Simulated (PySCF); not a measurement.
# Solver options tried on SiO

The same problem is solved with other solver options, one edit a run.

Program: PySCF 2.14.0. Level of theory: method and basis as typed in the scripts. These are calculated values, not measurements.

3 further runs of the same task are left out: 3 that didn't finish.

### Step 1. The system as given

SiO: 2 atoms, charge 0, spin multiplicity 1.

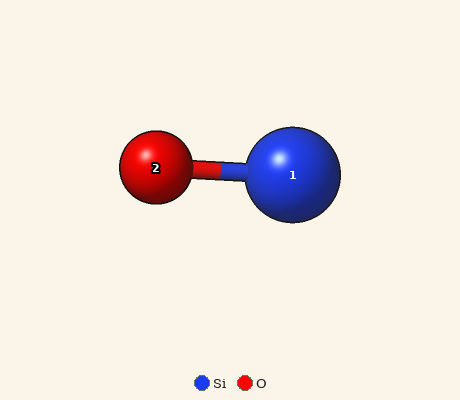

The starting geometry (silicon blue, oxygen red); atoms are numbered from 1 in the order of the file.

### Step 2. The base run

Input file input.py:

```python
from pyscf import gto, scf, cc

mol = gto.M(
    atom='Si 0 0 0; O 0 0 1.467',
    basis='6-31g*',
    charge=0,
    spin=0,
    verbose=3,
)
mf = scf.RHF(mol)
mf.kernel()
mycc = cc.CCSD(mf, frozen=6)
mycc.kernel()
e = mycc.ipccsd(nroots=6)[0]
print('roots (eV) =', (e*27.211386).round(3))
mf.dip_moment()
print('orbital energies (hartree):', mf.mo_energy[..., max(0, mol.nelec[1]-3):mol.nelec[0]+3].round(4))
```

Launch:

```sh
$ OMP_NUM_THREADS=1 python input.py
```

Its log is not repeated here.

Base result: E(SCF) = -363.776588 Eh, E(CCSD) − E(SCF) = -0.26500 Eh, μ = 3.16 D, ionisation roots 11.186, 12.019, 12.019, 14.742, 20.053 eV.

The bond length is a typed value, not an optimised one.

### Step 3. Second-order solver on

Run 1 changes second-order solver: off → on.

input.py, as its differences from that of step 2:

```diff
@@ -10,2 +10,3 @@
 mf = scf.RHF(mol)
+mf = mf.newton()
 mf.kernel()
```

Launch:

```sh
$ OMP_NUM_THREADS=1 python input.py
```

The log of the run:

```text
converged SCF energy = -363.776588013102
E(CCSD) = -364.04158814611  E_corr = -0.2650001330082302
roots (eV) = [11.186 12.019 12.019 14.742 20.053 20.053]
Dipole moment(X, Y, Z, Debye): -0.00000,  0.00000, -3.15854
orbital energies (hartree): [-0.4801 -0.4801 -0.4316  0.0589  0.0589  0.1676]
```

Run time: 1.4 s. Hardware: 1 thread of Intel Xeon Platinum 8488C, shared host.

This run: E(SCF) = -363.776588 Eh (no change), E(CCSD) − E(SCF) = -0.26500 Eh, μ = 3.16 D, ionisation roots 11.186, 12.019, 12.019, 14.742, 20.053 eV.

### Step 4. Initial guess 1e

Run 2 changes initial guess: minao → 1e.

input.py, as its differences from that of step 2:

```diff
@@ -10,2 +10,3 @@
 mf = scf.RHF(mol)
+mf.init_guess = '1e'
 mf.kernel()
```

Launch:

```sh
$ OMP_NUM_THREADS=1 python input.py
```

The log of the run:

```text
converged SCF energy = -363.776588013117
E(CCSD) = -364.0415881570102  E_corr = -0.2650001438931186
roots (eV) = [11.186 12.018 12.018 14.742 20.053 20.053]
Dipole moment(X, Y, Z, Debye): -0.00000, -0.00000, -3.15856
orbital energies (hartree): [-0.4801 -0.4801 -0.4316  0.0589  0.0589  0.1676]
```

Run time: 1.5 s. Hardware: 1 thread of Intel Xeon Platinum 8488C, shared host.

Result: E(SCF) = -363.776588 Eh (no change), E(CCSD) − E(SCF) = -0.26500 Eh, μ = 3.16 D, ionisation roots 11.186, 12.018, 12.018, 14.742, 20.053 eV.

### Step 5. DIIS space 4

Run 3 changes DIIS space: default → 4.

input.py, as its differences from that of step 2:

```diff
@@ -10,2 +10,3 @@
 mf = scf.RHF(mol)
+mf.diis_space = 4
 mf.kernel()
```

Launch:

```sh
$ OMP_NUM_THREADS=1 python input.py
```

The log of the run:

```text
converged SCF energy = -363.776588013106
E(CCSD) = -364.0415881316055  E_corr = -0.265000118499925
roots (eV) = [11.186 12.018 12.018 14.742 20.053 20.053]
Dipole moment(X, Y, Z, Debye): -0.00000, -0.00000, -3.15856
orbital energies (hartree): [-0.4801 -0.4801 -0.4316  0.0589  0.0589  0.1676]
```

It took 1.3 s on 1 thread of Intel Xeon Platinum 8488C, shared host.

Outcome: E(SCF) = -363.776588 Eh (no change), E(CCSD) − E(SCF) = -0.26500 Eh, μ = 3.16 D, ionisation roots 11.186, 12.018, 12.018, 14.742, 20.053 eV.

### Step 6. Smearing width 0.001 hartree

Run 4 changes smearing width: none → 0.001 hartree; step after the SCF: eomip → none.

Input file input.py:

```python
from pyscf import gto, scf

mol = gto.M(
    atom='Si 0 0 0; O 0 0 1.467',
    basis='6-31g*',
    charge=0,
    spin=0,
    verbose=3,
)
mf = scf.RHF(mol)
mf = scf.addons.smearing_(mf, sigma=0.001, method='fermi')
mf.kernel()
mf.dip_moment()
print('orbital energies (hartree):', mf.mo_energy[..., max(0, mol.nelec[1]-3):mol.nelec[0]+3].round(4))
```

Launch:

```sh
$ OMP_NUM_THREADS=1 python input.py
```

The log of the run:

```text
converged SCF energy = -363.776588013089
Dipole moment(X, Y, Z, Debye):  0.00000,  0.00000, -3.15856
orbital energies (hartree): [-0.4801 -0.4801 -0.4316  0.0589  0.0589  0.1676]
```

It took 1.4 s on 1 thread of Intel Xeon Platinum 8488C, shared host.

This run: E(SCF) = -363.776588 Eh (no change), μ = 3.16 D.

The energy is that at the smeared occupations, without the entropy term.

### Step 7. All runs together

```
                         run  E(SCF) (hartree)  from base (eV)  gap (eV)  SCF dipole (D)                                                 after the SCF
                        base       -363.776588               0     13.35            3.16  CCSD correlation -7.211 eV, core frozen, first root 11.19 eV
      second-order solver on       -363.776588          0.0000     13.35            3.16  CCSD correlation -7.211 eV, core frozen, first root 11.19 eV
            initial guess 1e       -363.776588          0.0000     13.35            3.16  CCSD correlation -7.211 eV, core frozen, first root 11.19 eV
                DIIS space 4       -363.776588          0.0000     13.35            3.16  CCSD correlation -7.211 eV, core frozen, first root 11.19 eV
smearing width 0.001 hartree       -363.776588          0.0000       n/a            3.16                                                           n/a
```

Wall time on 1 thread of Intel Xeon Platinum 8488C, shared host, start-up included: base 1.6 s; second-order solver on 1.4 s; initial guess 1e 1.5 s; DIIS space 4 1.3 s; smearing width 0.001 hartree 1.4 s.

With second-order solver on or initial guess 1e or DIIS space 4 or smearing width 0.001 hartree the SCF ends at the base energy.
